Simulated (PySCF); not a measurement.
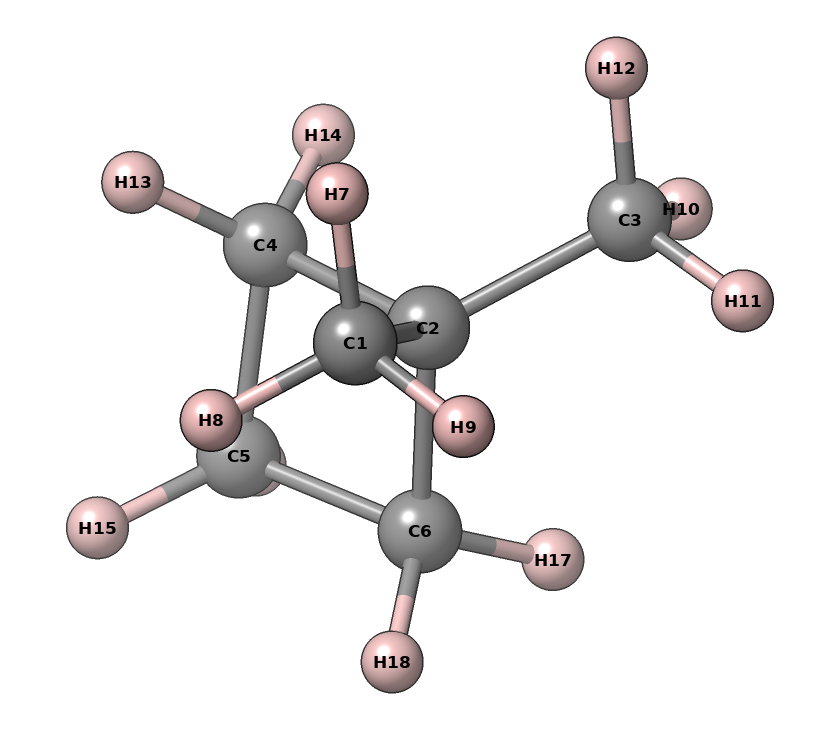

C2 lies behind C1. The molecule seen a little off the C1–C2 bond, C1 in front. Distant atoms are faded towards the background colour. The geometry was computed by an optimisation with GFN2-xTB. No frequency run is at hand to confirm it as a minimum.

What is the torsion angle H7–C1–C2–C3? The sign is positive where the front bond must turn clockwise to cover the back bond.

60°, synclinal (gauche). The bonds about C1–C2 are staggered.
